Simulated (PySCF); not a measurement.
Sn(F)(Br)(Et)2, SMILES [Sn]([CH2]C)([CH2]C)([F])[Br] (C4H10BrFSn) at its GFN2-xTB optimised geometry (Å):

```
17

C     -0.7468    -1.0035     3.1562
C     -1.1794    -2.0013     2.1184
Sn    -0.7498    -1.2315     0.0000
F      1.2783    -1.2315     0.0000
Br    -1.2783     1.2315     0.0000
C     -1.1981    -1.9875    -2.1168
C     -2.4658    -1.4099    -2.6852
H      0.3199    -0.8004     3.0823
H     -0.9465    -1.4086     4.1495
H     -1.2892    -0.0638     3.0612
H     -2.2483    -2.1983     2.1449
H     -0.6232    -2.9322     2.1801
H     -0.3147    -1.6801    -2.6721
H     -1.2277    -3.0712    -2.0421
H     -2.5710    -1.7359    -3.7211
H     -3.3437    -1.7453    -2.1370
H     -2.4462    -0.3212    -2.6810
```

Calculation: PBE0/def2-SVP, def2 effective core potentials past Kr (PySCF). The core electrons that the potentials of Sn replace are not part of the density.

Map of the Laplacian of the electron density (e/bohr⁵), clipped to [-1.50, 1.50] on the plane z = 0.6 Å:

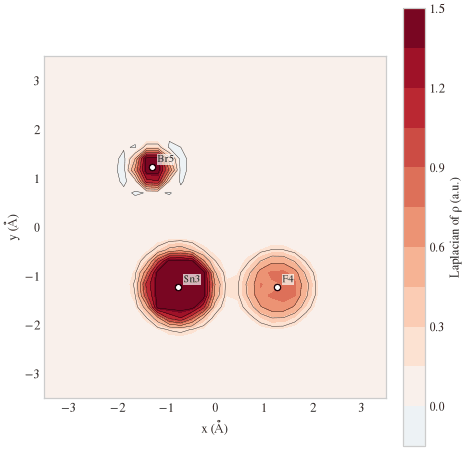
*Laplacian of the electron density (e/bohr⁵), clipped to [-1.50, 1.50] on the plane z = 0.6 Å.*
